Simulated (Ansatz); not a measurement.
CH₃BS: several calculations on one system

**1. Relaxation**

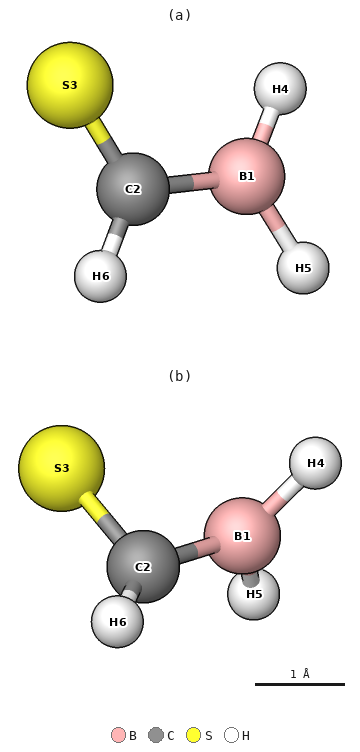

The structure of CH3BS before (top) and after (bottom) a relaxation, at one scale.

A ball-and-stick model, seen at a tilt.

The run prepares an end point of a later path (torsion) calculation, from a guessed geometry.

All numbers below come from RKS PBE0-D4/def2-SVPD in Ansatz 0.2.0.

The input:
```yaml
crystal:
  periodic: [false, false, false]
  atoms:
    - { symbol: B, position_ang: [-0.5838, -0.2446, -0.4434] }
    - { symbol: C, position_ang: [0.5679, 0.2669, 0.4236] }
    - { symbol: S, position_ang: [1.4552, -0.686, 0.9583] }
    - { symbol: H, position_ang: [-0.7345, -1.3359, -0.6876] }
    - { symbol: H, position_ang: [-1.3769, 0.5931, -0.9173] }
    - { symbol: H, position_ang: [0.7142, 1.3424, 0.6202] }
basis:
  gaussian: { orbitals: def2-SVPD }
hamiltonian:
  xc: pbe0
  dispersion: d4
relax:
  f_tol: 0.015
  max_steps: 40
```

Run as
```bash
ansatz run input.yaml --threads 1 --pin off --max-ram 2048MiB --backend cpu --events-out ev --progress --plain --runs-dir out
```

### Describe what moved and what it gained.

Over 16 accepted moves (18 points after the start) the energy falls by 47.6 kcal/mol. Largest force component: 11 eV/Å at the start, 0.0053 eV/Å at the end. The line search rejected the trial steps at points 5, 17 of the run. H5 moves most after the best rigid fit: 0.99 Å. By element the largest moves are H 0.99 Å, S 0.93 Å, C 0.28 Å, B 0.05 Å. Some distances before and after: B1–S3 2.513 → 2.192 Å, C2–S3 1.408 → 1.630 Å, B1–H4 1.128 → 1.207 Å, B1–H5 1.247 → 1.207 Å. Among the angles between lasting bonds that change: B1–C2–S3 117.6° → 87.8°, B1–C2–H6 121.8° → 145.6°, S3–C2–H6 120.6° → 126.6°. Groups turn about B1–C2 by about 90°. The run took about 50 core-seconds on a shared host.

**2. Relaxation**

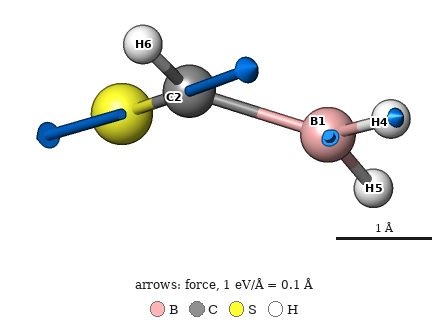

Starting geometry of CH₃BS with the computed forces as blue arrows. Style: ball-and-stick. Shown from a free direction.

The run prepares an end point of a later path (torsion) calculation, from a guessed geometry.

Method: Ansatz, RKS PBE0-D4/def2-SVPD. Settings: no spin polarisation; force threshold 0.015 eV/Å; at most 40 steps.

Q: Is this structure relaxed? If not, where do the atoms go?

A: It isn't relaxed: the largest force vector, on the S atom, is 16.94 eV/Å. The final displacements have little in common with the starting forces (cosine between the two patterns −0.10). The energy falls by 2.067 eV in 14 accepted moves (15 points after the start). The largest force component goes from 17 to 0.011 eV/Å. The line search rejected the trial step at point 10 of the run. The atom that moves furthest after the best rigid fit is an H atom (0.96 Å). Largest moves by element: H 0.96 Å, S 0.92 Å, C 0.26 Å, B 0.11 Å. Some distances before and after: B–S 2.513 → 2.191 Å, C–S 1.408 → 1.630 Å, B–H 1.128 → 1.207 Å, B–H 1.247 → 1.207 Å. Among the angles between lasting bonds that change: B–C–S 117.6° → 87.7°, B–C–H 121.8° → 145.6°, S–C–H 120.6° → 126.7°. Groups turn about B–C by about 90°.

**3. Path**

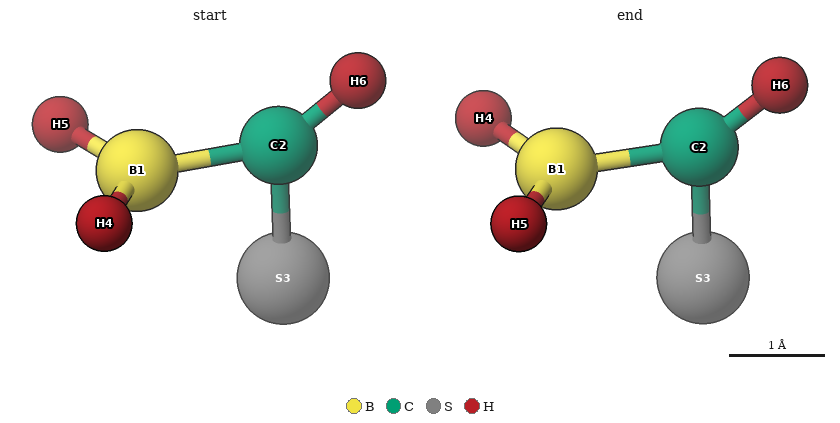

The two relaxed end points of a path for CH$_{3}$BS. Style: ball-and-stick. Shown at a tilt.

Level of theory: Ansatz, RKS PBE0-D4/def2-SVPD.

The input:
```yaml
crystal:
  periodic: [false, false, false]
  atoms:
    - { symbol: B, position_ang: [-0.520934, -0.246496, -0.441929] }
    - { symbol: C, position_ang: [0.384036, 0.443281, 0.580608] }
    - { symbol: S, position_ang: [1.585496, -0.541627, 0.086751] }
    - { symbol: H, position_ang: [-1.208397, -1.173099, -0.088416] }
    - { symbol: H, position_ang: [-0.645964, 0.240017, -1.539198] }
    - { symbol: H, position_ang: [0.447862, 1.213823, 1.355984] }
basis:
  gaussian: { orbitals: def2-SVPD }
hamiltonian:
  xc: pbe0
  dispersion: d4
neb:
  order_check: false
  images: 5
  f_tol: 0.05
  max_iterations: 60
  initial_path: idpp
  final_atoms:
    - { symbol: B, position_ang: [-0.52063398, -0.24697776, -0.44168377] }
    - { symbol: C, position_ang: [0.38403269, 0.4427663, 0.58149521] }
    - { symbol: S, position_ang: [1.58727548, -0.53690248, 0.08182255] }
    - { symbol: H, position_ang: [-0.65143753, 0.24348023, -1.53661876] }
    - { symbol: H, position_ang: [-1.20395276, -1.1777061, -0.09062525] }
    - { symbol: H, position_ang: [0.44681511, 1.21123882, 1.35941003] }
```

Launched with:
```bash
ansatz run input.yaml --threads 1 --pin off --max-ram 2048MiB --backend cpu --events-out ev --progress --plain --runs-dir out
```

> Predict the minimum-energy path and its barrier.

The two ends have the same energy, and the highest point, image 3, lies 8.4 kcal/mol above the start. The motion is a rotation about the B1–C2 bond by about 180°. No bond forms or breaks between the ends. Bond angles that change up to the highest image, for instance: B1–C2–S3 87.8° → 122.1°, B1–C2–H6 145.6° → 120.3°. The band converged in 8 iterations. The largest component of the band force went from 4 to 0.025 eV/Å. The climbing image converged on the top of the path. Its vibrational analysis gives one imaginary mode (238i cm⁻¹), as a transition state must have.

Energies of the converged images:

```tsv
image	path (Å)	E (kcal/mol)
0	0.00	0.0
1	0.64	3.4
2	1.28	6.8
3	1.92	8.4
4	2.56	6.8
5	3.20	3.4
6	3.84	0.0
```

The geometry at the top of the path:

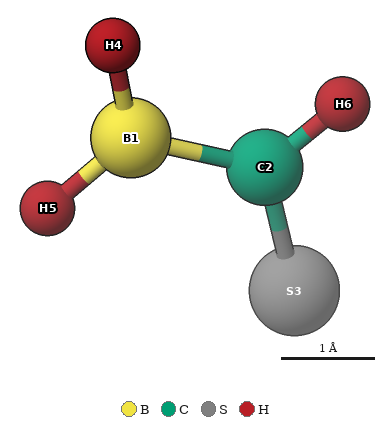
